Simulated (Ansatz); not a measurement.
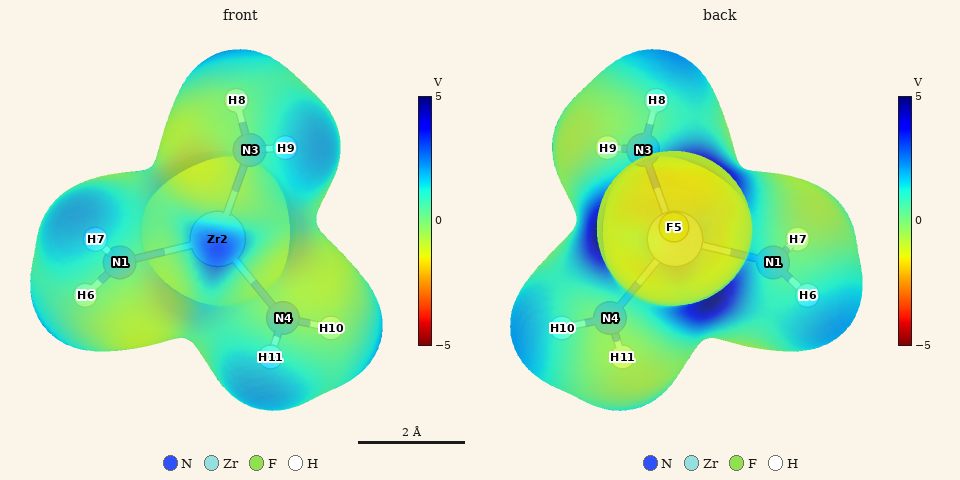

Figure 1: FH$_{6}$N$_{3}$Zr (SMILES [NH2][Zr]([NH2])([NH2])[F]). The electrostatic potential painted on the density surface at 0.004 e/bohr³, seen from the front and from behind; red is negative and blue positive.

Geometry: PBE0-D4/def2-TZVP; core potentials replace the inner electrons of Zr.

Theory: Ansatz 0.2.0, RKS PBE0-D4/def2-TZVPP.

```yaml
atoms:
  - { symbol: N, position_ang: [0.7941, 1.7041, 0.3061] }
  - { symbol: Zr, position_ang: [-0.4559, 0.1844, -0.2201] }
  - { symbol: N, position_ang: [0.5689, -1.0185, -1.5053] }
  - { symbol: N, position_ang: [-0.8183, -0.9059, 1.4617] }
  - { symbol: F, position_ang: [-2.0892, 0.8448, -1.0081] }
  - { symbol: H, position_ang: [0.5053, 2.5775, 0.7272] }
  - { symbol: H, position_ang: [1.7807, 1.7575, 0.0955] }
  - { symbol: H, position_ang: [0.6773, -0.8533, -2.4974] }
  - { symbol: H, position_ang: [0.9580, -1.9242, -1.2840] }
  - { symbol: H, position_ang: [-1.5784, -1.5634, 1.5774] }
  - { symbol: H, position_ang: [-0.3424, -0.8030, 2.3468] }
```

Which sites attract a positive test charge, and which a negative one?

A positive charge is drawn to the negative regions and a negative charge to the positive ones. The most negative region (about −1.7 V, or −39 kcal/mol for a unit charge) lies over F5, the most positive (about +4.7 V, or +108 kcal/mol for a unit charge) over Zr2.
